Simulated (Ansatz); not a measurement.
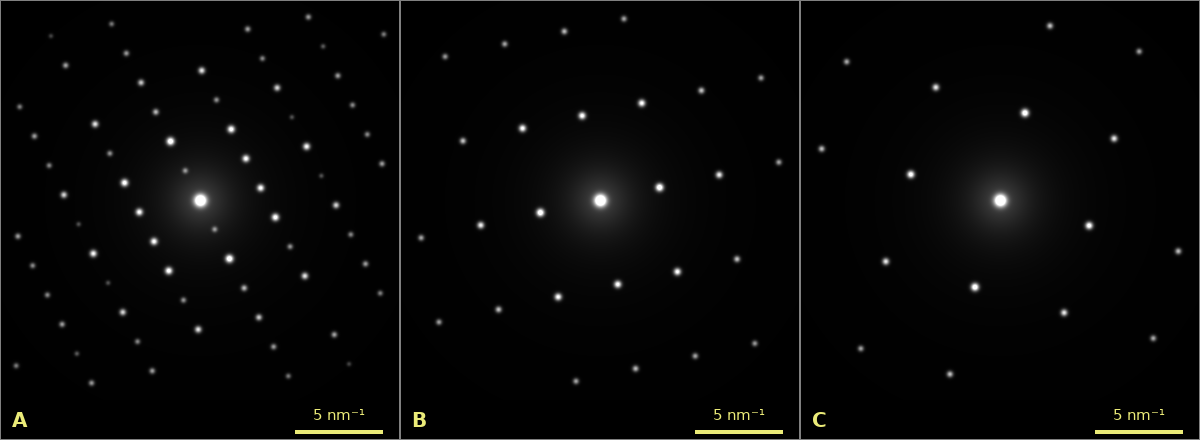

Kinematic electron diffraction patterns (120 kV, B = 0.5 Å², same scale, each along a low-index zone) of three structures of composition H3Os, each relaxed at zero pressure with DFT PBE, scalar-relativistic, plane waves, PAW in Ansatz 0.2.0.

The structures (standard cells):
1. P6_3/mmc (No. 194), a = 3.750 Å, c = 3.840 Å (hexagonal axes), 8 atoms; generated start, possibly hypothetical
2. Pm-3m (No. 221), a = 2.854 Å, 4 atoms; generated start, possibly hypothetical
3. Cm (No. 8), a = 10.609 Å, b = 2.915 Å, c = 3.550 Å, β = 93.05°, 16 atoms; generated start, possibly hypothetical

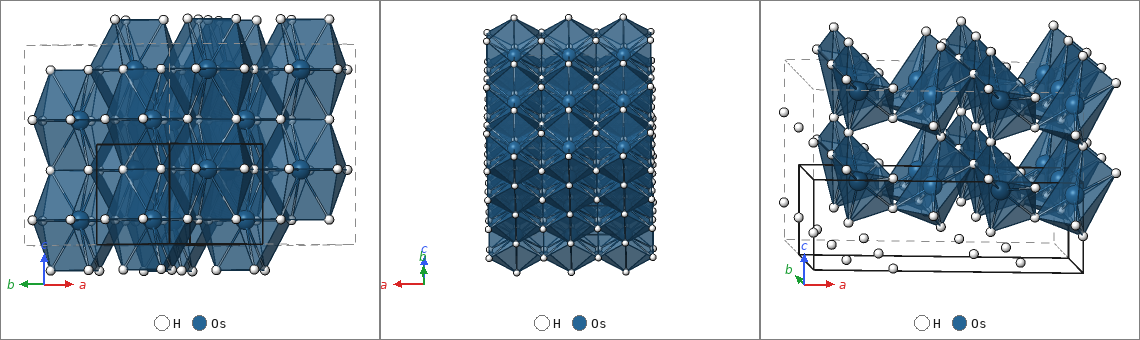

Drawings of the structures 1 to 3, from left to right (each may span several cells).

**Which pattern belongs to which structure, and along which zone?**

A is structure 3 along [001]: centred rectangular net of 2 0 0 at d = 5.30 Å and 1 1 0 at d = 2.81 Å, 74.6° apart (some points of this net are extinct or too weak to see). B is structure 2 along [110] or an equivalent direction: rectangular net of 0 0 1 at d = 2.85 Å and 1 -1 0 at d = 2.02 Å, 90.0° apart. C is structure 1 along [210] or an equivalent direction: rectangular net (close to square) of 0 0 2 at d = 1.92 Å and 1 -2 0 at d = 1.87 Å, 90.0° apart (some points of this net are extinct or too weak to see).

**Rank the structures by their computed energy.**

Structure 3 (Cm, 6.85 Å³ an atom) is the lowest of these; structure 2 (Pm-3m, 5.81 Å³ an atom) lies about 84 meV an atom higher; structure 1 (P6_3/mmc, 5.84 Å³ an atom) lies about 140 meV an atom higher. These are static energies at 0 K; other structures, not shown, may lie lower still.
